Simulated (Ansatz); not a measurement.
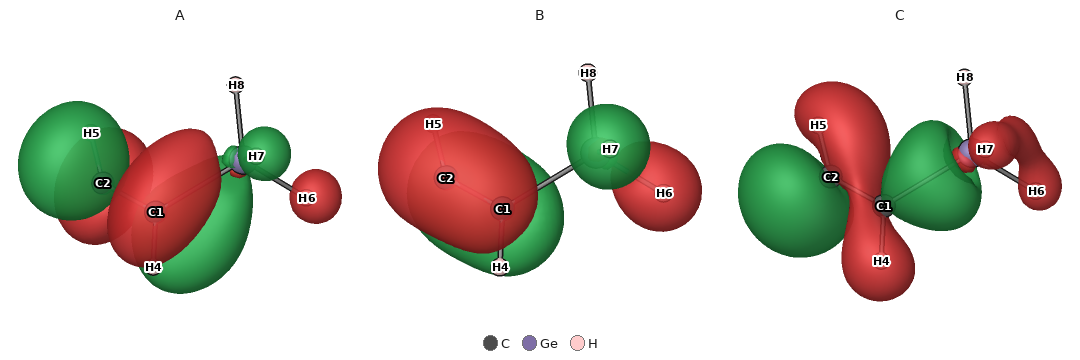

Figure. C2H5Ge (doublet). Three frontier orbitals at ±0.1 Å⁻³ᐟ² (green and red are the two phases), in no order.

The product side of a reaction path; geometry: PBE0-D4/def2-TZVP.

The calculation used Ansatz, UKS PBE0-D4/def2-TZVPP.

```yaml
atoms:
  - { symbol: C, position_ang: [-0.6464, 0.2110, -0.7421] }
  - { symbol: C, position_ang: [-0.7361, -0.8882, -1.4290] }
  - { symbol: Ge, position_ang: [0.5030, 0.3403, 0.8386] }
  - { symbol: H, position_ang: [-1.2097, 1.1005, -1.0254] }
  - { symbol: H, position_ang: [-0.3199, -1.8862, -1.3960] }
  - { symbol: H, position_ang: [-0.3431, 0.6998, 2.0727] }
  - { symbol: H, position_ang: [1.5606, 1.4382, 0.6281] }
  - { symbol: H, position_ang: [1.1915, -1.0152, 1.0530] }
```

> Which picture is the HOMO−1, the HOMO and the LUMO? All are α orbitals.

B is the HOMO−1 (α) (−8.22 eV). It lies mainly on C2 (about 40 %), C1 (about 35 %) and Ge3 (about 10 %); π-bonding across C2–C1. C is the HOMO (α) (−6.42 eV). By Hirshfeld shares it lies mainly on C2 (about 55 %), C1 (about 15 %), Ge3 (about 15 %) and H5 (about 5 %). A is the LUMO (α) (−0.26 eV). It lies mainly on C2 (about 40 %), C1 (about 35 %) and Ge3 (about 10 %); π-antibonding (π*) across C2–C1.

> What is the gap between the highest occupied and lowest empty α orbitals?

6.16 eV between the orbital energies.
